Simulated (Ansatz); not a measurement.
# C$_{5}$H$_{7}$F$_{2}$GaO$_{2}$ (SMILES CC1=CC(C)=[O+][Ga-]([F])([F])[O]1): what the fields show

| atom | x (Å) | y (Å) | z (Å) |
| --- | --- | --- | --- |
| C | 1.5100 | -2.0819 | -0.6772 |
| C | 0.9419 | -0.7796 | -0.2269 |
| C | -0.4378 | -0.5741 | -0.2411 |
| C | -1.0821 | 0.5981 | 0.1552 |
| C | -2.5682 | 0.6941 | 0.0924 |
| O | -0.4974 | 1.6482 | 0.5870 |
| Ga | 1.3707 | 1.8030 | 0.7681 |
| F | 1.7959 | 1.9594 | 2.4556 |
| F | 1.9804 | 3.0067 | -0.3419 |
| O | 1.8090 | 0.0784 | 0.1513 |
| H | 2.2011 | -1.9000 | -1.5037 |
| H | 0.7411 | -2.7854 | -0.9898 |
| H | 2.0954 | -2.5138 | 0.1381 |
| H | -1.0574 | -1.3885 | -0.5866 |
| H | -2.8418 | 1.5321 | -0.5533 |
| H | -3.0288 | -0.2196 | -0.2772 |
| H | -2.9509 | 0.9226 | 1.0900 |

Geometry: PBE0-D4/def2-TZVP.

Method: RKS PBE0-D4/def2-TZVPP in Ansatz 0.2.0.

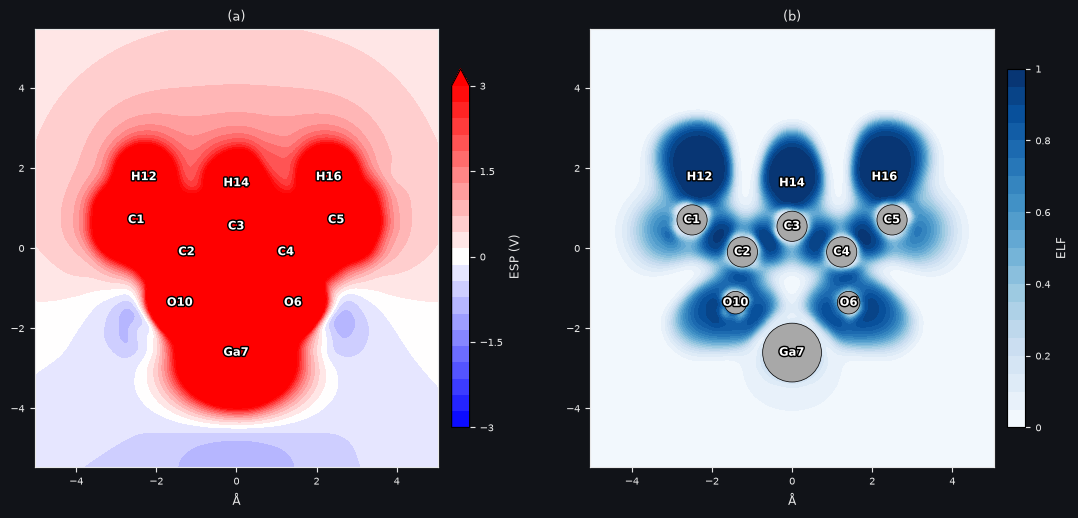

Figure 1. (a) electrostatic potential; (b) electron localisation function on the plane of atoms C2, C3 and C4. Grey discs cover the atomic cores in the ELF map.

Read the bonding off the picture.

Answer.
- The section cuts through C, O, Ga and H sites.
- C–O (1.28 Å): the ELF peaks at about 0.90 between the atoms (a polar covalent bond).
- C–C (1.40 Å): the ELF peaks at about 0.95 between the atoms (a covalent bond).
- Ga–O (1.88 Å): the ELF peaks at about 0.90 in the valence shell of O, 0.6 Å from its nucleus, and is about 0.25 at the midpoint.
- C–H (1.08 Å): the ELF climbs to about 1 towards the hydrogen, as it does in any bond to H: an ordinary covalent bond to hydrogen.
- C–C (1.49 Å): the ELF peaks at about 1 between the atoms: a covalent bond.
- The ELF also peaks beside O10 and O6, away from the bonds: lone-pair regions.
- Outside the dense part of the molecule the potential is most negative (−0.9 V) near F9, which lies off the plane.

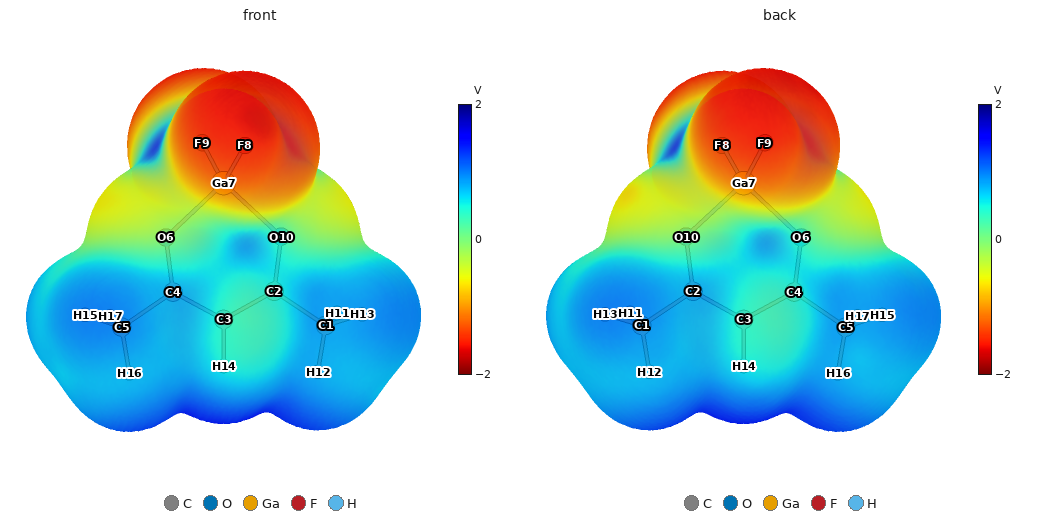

Figure 2. The electrostatic potential painted on the density surface at 0.001 e/bohr³, seen from the front and from behind; red is negative and blue positive.

Which sites attract a positive test charge, and which a negative one?

Answer. A positive charge is drawn to the negative regions and a negative charge to the positive ones. The most negative region (about −1.6 V) lies over F8 and F9, the most positive (about +1.4 V) over H14 and H16.

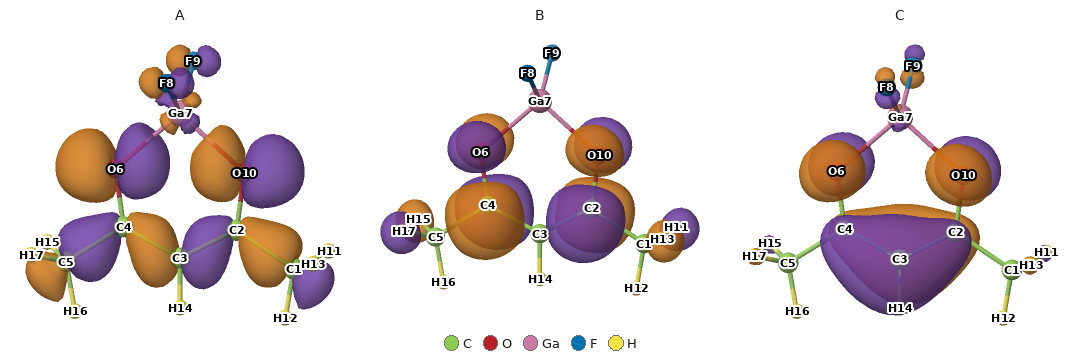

Figure 3. Three frontier orbitals at ±0.1 Å⁻³ᐟ² (orange and purple are the two phases), in no order.

Which picture is the HOMO−1, the HOMO and the LUMO?

Answer. A is the HOMO−1 (−8.93 eV). Its weight (Hirshfeld) is mainly on O6 (about 25 %), O10 (about 25 %), C3 (about 5 %), C2 (about 5 %), C4 (about 5 %), C1 (about 5 %) and C5 (about 5 %). C is the HOMO (−7.92 eV). Its weight (Hirshfeld) is mainly on C3 (about 40 %), O6 (about 15 %), O10 (about 15 %), C2 (about 10 %) and C4 (about 10 %). B is the LUMO (−2.38 eV). Its weight (Hirshfeld) is mainly on C2 (about 25 %), C4 (about 25 %), O6 (about 10 %), O10 (about 10 %) and C3 (about 10 %).

What is the HOMO–LUMO gap?

Answer. 5.54 eV between the orbital energies.
